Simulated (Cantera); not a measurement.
A closed system holds: 1 mol CuO, 600 mol H2, equilibrated at 53000 Pa.

Equilibrium computed with Cantera from the NASA thermochemical tables; the gas is ideal and each condensed phase is pure. Candidate condensed phases: Cu, CuO, Cu(OH)2, Cu2O, H2O; 12 gas species. The numbers say what is thermodynamically allowed, not how fast it happens.

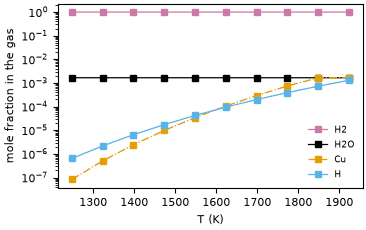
Fig. 1. Equilibrium gas composition (values under 1e-9 drawn at 1e-9)

From 1248 K to 1323 K the condensed part is Cu(s). From 1398 K to 1773 K the condensed part is Cu(l). From 1848 K to 1923 K nothing is condensed. The main Cu-bearing gas is Cu throughout.
